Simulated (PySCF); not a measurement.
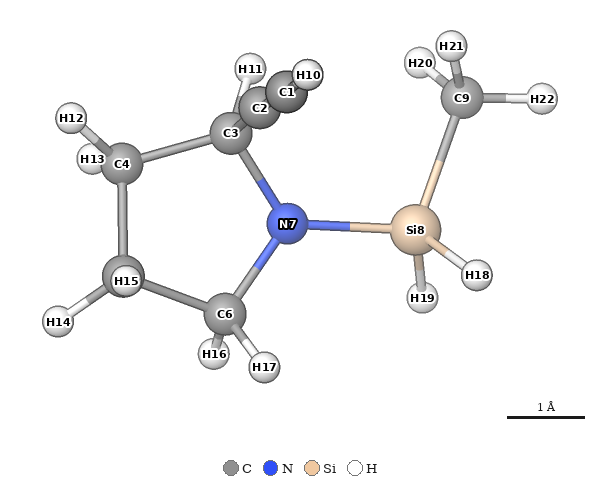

**Figure 1.** The structure as given in the input (ball-and-stick view, seen at a tilt; atoms are numbered from 1 in the order of the input). Bond lengths as drawn: C–C 1.18 to 1.53 Å, C–H 1.08 to 1.10 Å, C–N 1.46 to 1.47 Å, C–Si 1.87 Å, H–Si 1.48 to 1.49 Å and N–Si 1.72 Å.

C7H13NSi: geometry relaxation

C7H13NSi, computed with PBE0-D3(BJ)/def2-SVP geometry optimisation, gas phase (PySCF 2.14.0).

**The program's output**
```
step   0  E = -617.92629143  max force = 0.079543
step   1  E = -617.93478543  max force = 0.005759
step   2  E = -617.93496962  max force = 0.001011
step   3  E = -617.93500860  max force = 0.000874
step   4  E = -617.93502832  max force = 0.000719
step   5  E = -617.93504989  max force = 0.000628
step   6  E = -617.93507481  max force = 0.000536
step   7  E = -617.93509984  max force = 0.000797
step   8  E = -617.93512105  max force = 0.000859
step   9  E = -617.93513923  max force = 0.000658
step  10  E = -617.93515031  max force = 0.000315
optimisation converged
```

**Trajectory as extended XYZ (Å, eV, eV/Å), 5 of the 11 frames kept, from step=0 to step=10**
```
22
Properties=species:S:1:pos:R:3:forces:R:3 step=0 energy=-16814.63085
C    -0.9358    2.6769    0.1774   -0.9391   4.0903   1.6621
C    -0.7193    1.6248   -0.3007    0.6916  -3.2462  -1.4513
C    -0.4167    0.2952   -0.8060    1.4124  -0.0614   0.6202
C    -1.6404   -0.4679   -1.1610   -1.9817   0.0463   0.3398
C    -2.1238   -0.9924    0.1968    0.6972   0.3142   0.0451
C    -0.8024   -1.3053    0.9067    0.1731   0.0958   0.0952
N     0.2277   -0.5343    0.2259   -1.0929   0.1717  -0.6716
Si    1.8181   -0.3489    0.8473    0.0741   0.2720  -0.2624
C     2.8324    0.6008   -0.3997   -0.3676  -0.3532  -0.3692
H    -1.1708    3.6514    0.5725    0.0919  -0.1515  -0.0038
H     0.2733    0.3959   -1.6420    0.1858   0.0827  -0.5191
H    -2.4123    0.1624   -1.6324    0.1303  -0.0024  -0.0704
H    -1.4529   -1.2923   -1.8265    0.4718  -0.6145  -0.5381
H    -2.7916   -1.8504    0.1447   -0.1671  -0.3066  -0.1325
H    -2.6492   -0.2041    0.7439   -0.1294   0.2199   0.0261
H    -0.5525   -2.3608    0.8295    0.0173  -0.6835   0.0648
H    -0.8364   -1.0549    1.9735   -0.1860  -0.0140   0.3310
H     1.8340    0.3681    2.1478    0.0815   0.0872   0.3292
H     2.3203   -1.7236    1.0570    0.2952  -0.2818   0.1719
H     2.8634    0.0811   -1.3651   -0.0108  -0.2331  -0.1044
H     2.4131    1.5867   -0.6112   -0.0581   0.3494   0.1929
H     3.8566    0.6959   -0.0650    0.6106   0.2184   0.2446
22
Properties=species:S:1:pos:R:3:forces:R:3 step=2 energy=-16814.86699
C    -0.5606    2.8642    0.1447    0.0484   0.0210   0.0039
C    -0.3645    1.7688   -0.3361   -0.0310   0.0206   0.0334
C    -0.1100    0.4224   -0.8765   -0.0249  -0.0434  -0.0416
C    -1.4105   -0.3161   -1.2287    0.0423   0.0211   0.0062
C    -1.8324   -0.8800    0.1222   -0.0172  -0.0027   0.0049
C    -0.5040   -1.2566    0.7897    0.0012  -0.0294   0.0079
N     0.5100   -0.4738    0.0889   -0.0323   0.0138  -0.0016
Si    2.1287   -0.2851    0.7005    0.0485  -0.0100   0.0520
C     3.1668    0.6126   -0.5723   -0.0040   0.0130  -0.0453
H    -0.7172    3.8363    0.5758   -0.0168  -0.0206  -0.0193
H     0.5295    0.5319   -1.7694    0.0015   0.0049   0.0010
H    -2.1607    0.3387   -1.6936    0.0025  -0.0052   0.0078
H    -1.1658   -1.1262   -1.9337   -0.0018   0.0002   0.0048
H    -2.5218   -1.7325    0.0401    0.0029  -0.0001  -0.0002
H    -2.3410   -0.0968    0.7055    0.0082   0.0039  -0.0044
H    -0.2902   -2.3373    0.6903   -0.0082   0.0033  -0.0122
H    -0.5361   -1.0380    1.8735    0.0058  -0.0022  -0.0022
H     2.1747    0.4524    2.0098   -0.0062   0.0213  -0.0148
H     2.6741   -1.6529    0.9816   -0.0176  -0.0040  -0.0185
H     3.1741    0.0711   -1.5312   -0.0018  -0.0016   0.0104
H     2.7804    1.6285   -0.7491    0.0020  -0.0047   0.0138
H     4.2075    0.7025   -0.2252   -0.0017   0.0009   0.0140
22
Properties=species:S:1:pos:R:3:forces:R:3 step=5 energy=-16814.86918
C    -0.5111    2.8801    0.1156   -0.0077  -0.0015  -0.0110
C    -0.3484    1.7688   -0.3404   -0.0012  -0.0109  -0.0079
C    -0.1137    0.4146   -0.8743    0.0198   0.0298   0.0172
C    -1.4199   -0.3116   -1.2176   -0.0234  -0.0219  -0.0004
C    -1.8349   -0.8850    0.1316    0.0119  -0.0074  -0.0043
C    -0.5027   -1.2860    0.7758   -0.0054   0.0144  -0.0098
N     0.5060   -0.4825    0.0906    0.0225   0.0042   0.0130
Si    2.1229   -0.2828    0.7094   -0.0323   0.0143  -0.0290
C     3.1573    0.6270   -0.5595    0.0036  -0.0106   0.0280
H    -0.6618    3.8648    0.5173    0.0059   0.0009   0.0101
H     0.5219    0.5193   -1.7710   -0.0024  -0.0097  -0.0025
H    -2.1706    0.3507   -1.6703   -0.0017   0.0027  -0.0026
H    -1.1898   -1.1196   -1.9298    0.0021   0.0034  -0.0028
H    -2.5340   -1.7291    0.0455   -0.0070   0.0051   0.0098
H    -2.3262   -0.1027    0.7306    0.0030   0.0057  -0.0029
H    -0.2962   -2.3641    0.6394    0.0017  -0.0012  -0.0064
H    -0.5227   -1.1000    1.8657    0.0008  -0.0128   0.0024
H     2.1577    0.4672    2.0114    0.0048  -0.0113   0.0083
H     2.6676   -1.6509    0.9854    0.0072   0.0020   0.0140
H     3.1755    0.0901   -1.5200    0.0002   0.0019  -0.0067
H     2.7601    1.6400   -0.7270   -0.0010   0.0028  -0.0094
H     4.1938    0.7262   -0.2016   -0.0016   0.0002  -0.0070
22
Properties=species:S:1:pos:R:3:forces:R:3 step=8 energy=-16814.87111
C    -0.4443    2.8907    0.0742   -0.0403  -0.0231   0.0125
C    -0.3277    1.7662   -0.3635    0.0442   0.0299  -0.0117
C    -0.1215    0.4036   -0.8845   -0.0234  -0.0196  -0.0087
C    -1.4447   -0.3067   -1.2054    0.0063   0.0061   0.0005
C    -1.8358   -0.8837    0.1485   -0.0103  -0.0069  -0.0019
C    -0.4968   -1.3326    0.7365   -0.0020  -0.0084   0.0098
N     0.5010   -0.4902    0.0835    0.0007   0.0006  -0.0038
Si    2.1029   -0.2623    0.7276    0.0163  -0.0006   0.0195
C     3.1510    0.6454   -0.5306    0.0011   0.0140  -0.0062
H    -0.5652    3.8815    0.4709    0.0111   0.0049  -0.0027
H     0.5012    0.4899   -1.7927   -0.0017  -0.0012   0.0005
H    -2.1948    0.3700   -1.6372   -0.0029   0.0008  -0.0015
H    -1.2432   -1.1123   -1.9292    0.0066   0.0014   0.0054
H    -2.5655   -1.7033    0.0792   -0.0002   0.0039   0.0015
H    -2.2788   -0.0916    0.7725    0.0063   0.0024  -0.0003
H    -0.3049   -2.4018    0.5231   -0.0013   0.0045  -0.0056
H    -0.4889   -1.2216    1.8362    0.0022   0.0002  -0.0023
H     2.1083    0.4979    2.0245   -0.0039   0.0015  -0.0026
H     2.6612   -1.6189    1.0338   -0.0040  -0.0014  -0.0074
H     3.1964    0.0988   -1.4849   -0.0036  -0.0062   0.0027
H     2.7420    1.6500   -0.7205    0.0024  -0.0012   0.0000
H     4.1790    0.7654   -0.1551   -0.0036  -0.0015   0.0022
22
Properties=species:S:1:pos:R:3:forces:R:3 step=10 energy=-16814.87191
C    -0.4358    2.8861    0.0654   -0.0097   0.0029   0.0162
C    -0.3164    1.7638   -0.3765    0.0149  -0.0004  -0.0068
C    -0.1208    0.3978   -0.8929   -0.0091  -0.0072  -0.0001
C    -1.4506   -0.3052   -1.2032    0.0050   0.0133   0.0020
C    -1.8344   -0.8781    0.1543   -0.0022   0.0022   0.0044
C    -0.4940   -1.3465    0.7213    0.0017   0.0027   0.0005
N     0.5018   -0.4936    0.0784   -0.0074  -0.0051  -0.0043
Si    2.0971   -0.2551    0.7352    0.0049  -0.0019   0.0132
C     3.1492    0.6543   -0.5182   -0.0013   0.0009  -0.0105
H    -0.5479    3.8765    0.4663    0.0006  -0.0004  -0.0088
H     0.4969    0.4748   -1.8054    0.0009   0.0024  -0.0007
H    -2.1993    0.3758   -1.6308    0.0014  -0.0051  -0.0007
H    -1.2581   -1.1130   -1.9267   -0.0022  -0.0041  -0.0006
H    -2.5782   -1.6855    0.0953    0.0003  -0.0022  -0.0035
H    -2.2542   -0.0788    0.7852    0.0005   0.0001  -0.0001
H    -0.3109   -2.4115    0.4811   -0.0011  -0.0019  -0.0012
H    -0.4743   -1.2602    1.8228    0.0006  -0.0001   0.0003
H     2.0872    0.5052    2.0318   -0.0020   0.0040  -0.0029
H     2.6597   -1.6087    1.0464    0.0004  -0.0004  -0.0057
H     3.2022    0.1005   -1.4681    0.0021   0.0010   0.0029
H     2.7376    1.6557   -0.7182   -0.0013  -0.0010   0.0047
H     4.1741    0.7802   -0.1368    0.0029   0.0003   0.0018
```

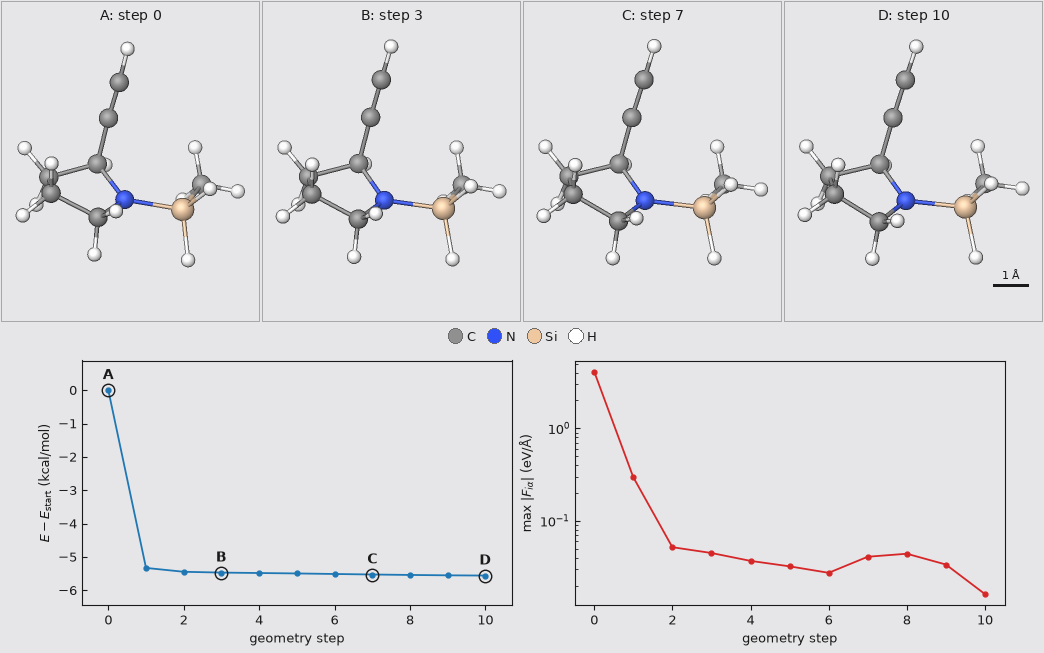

**Figure 2.** Frames of the relaxation (ball-and-stick view, seen at a tilt) above the curves, on which the letters mark them (steps are counted from 0).

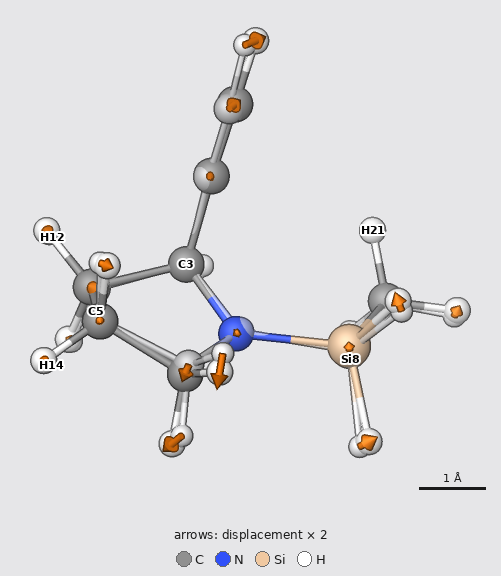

**Figure 3.** Start (faint) and end (solid) with the displacements as orange arrows, magnified 2 times (ball-and-stick view, seen at a tilt). The two geometries are laid on each other by the best rigid fit. The atom that moves furthest after the best rigid fit is H17 (0.29 Å). Largest moves by element: H 0.29 Å, C 0.17 Å, Si 0.08 Å, N 0.06 Å. Among the contacts that change: C3–C4 1.485 → 1.536 Å, C1–C2 1.176 → 1.212 Å, C4–H13 1.076 → 1.101 Å, N7–Si8 1.717 → 1.742 Å. Among the angles that change: C3–C4–H13 113.4° → 108.5°, C5–C4–H12 110.7° → 114.1°, H20–C9–H21 105.6° → 108.6°. Over 10 geometry steps the energy falls by 5.56 kcal/mol. The largest force component goes from 4.1 to 0.016 eV/Å. (Atoms are counted from 1 in the order of the input.)

This output came from the following input.

**Input file**
```
{"job": {"xc": "PBE0", "basis": "def2-SVP", "d3": "d3bj", "grid": 1, "shake": 0.01, "kind": "geom"}, "charge": 0, "multiplicity": 1}
C     -0.935760     2.676860     0.177370
C     -0.719270     1.624840    -0.300710
C     -0.416730     0.295180    -0.805970
C     -1.640450    -0.467900    -1.160990
C     -2.123790    -0.992440     0.196820
C     -0.802400    -1.305270     0.906660
N      0.227720    -0.534250     0.225880
Si     1.818070    -0.348950     0.847340
C      2.832410     0.600800    -0.399730
H     -1.170790     3.651390     0.572530
H      0.273330     0.395900    -1.642010
H     -2.412280     0.162430    -1.632360
H     -1.452890    -1.292280    -1.826480
H     -2.791610    -1.850440     0.144710
H     -2.649150    -0.204070     0.743910
H     -0.552530    -2.360830     0.829520
H     -0.836410    -1.054870     1.973480
H      1.834000     0.368110     2.147770
H      2.320350    -1.723560     1.057010
H      2.863450     0.081130    -1.365070
H      2.413060     1.586660    -0.611220
H      3.856610     0.695910    -0.064970
```

The first line tells a small driver script what to run in PySCF; the rest is the geometry in Å.

Launched with:
```bash
OMP_NUM_THREADS=1 python <driver script> task.json out
```

**Summary**

```tsv
quantity	value
outcome	converged
total energy	−617.935150 hartree
dipole moment	1.01 D
point group	C1
hardware	1 CPU thread, shared host
wall time	6 min
peak memory	0.87 GiB
```
